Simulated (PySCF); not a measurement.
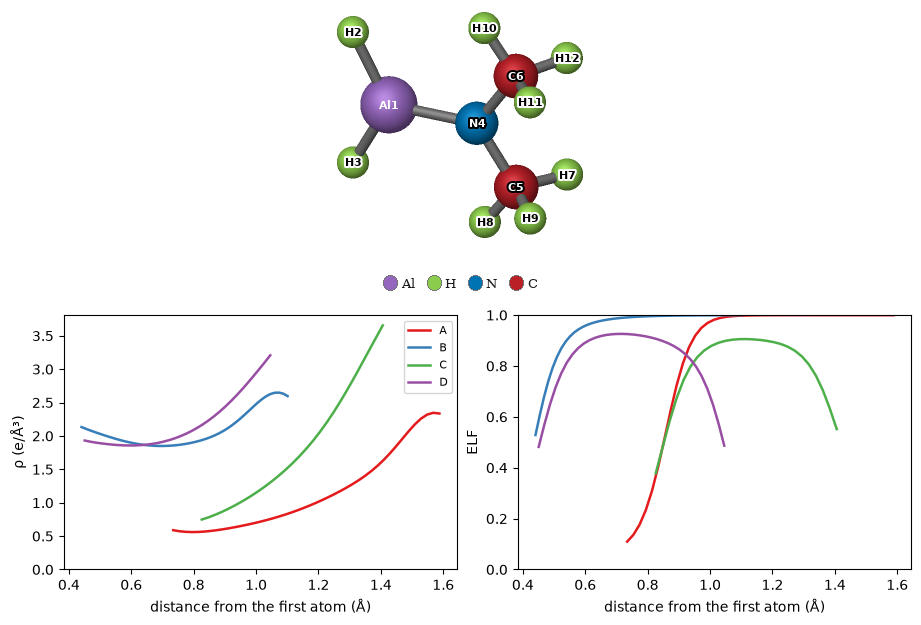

Figure 1: C2H8AlN (AlH2(NMe2)). Electron density and electron localisation function along straight lines between neighbouring atoms. The curves leave out the atomic cores. The structure is drawn too.

Geometry: PBE0-D3(BJ)/def2-SVP.

Method: PBE0/pcSseg-1 Al:pcSseg-2, SCF density, gas phase, non-relativistic (PySCF).

```xyz
12

Al    0.9443    1.6041    0.0043
H     1.6601    2.0295   -1.3478
H     0.9621    2.4375    1.3556
N     0.0467    0.0608    0.0041
C    -0.6521   -0.4567    1.1546
C    -0.0529   -0.8034   -1.1460
H    -1.7342   -0.5886    0.9554
H    -0.5531    0.2237    2.0146
H    -0.2607   -1.4462    1.4642
H     0.4932   -0.3816   -2.0041
H     0.3670   -1.8088   -0.9438
H    -1.1050   -0.9530   -1.4600
```

> Which curve belongs to which contact (Al–H, Al–N, C–H and C–N)? The first atom named is at distance zero.

Curve A: Al–H (1.59 Å): ρ is about 0.56 e/Å³ halfway; the ELF climbs to about 1 towards the hydrogen. Curve B: C–H (1.10 Å): ρ at the midpoint is about 2 e/Å³; the ELF climbs to about 1 towards the hydrogen (a covalent bond by its length). Curve C: Al–N (1.79 Å): ρ is about 0.87 e/Å³ halfway; the ELF peaks at about 0.90 in the valence shell of N, 0.7 Å from its nucleus, and is about 0.65 at the midpoint. Curve D: C–N (1.44 Å): ρ is about 1.9 e/Å³ halfway; the ELF peaks at about 0.95 between the atoms: a shared electron pair.
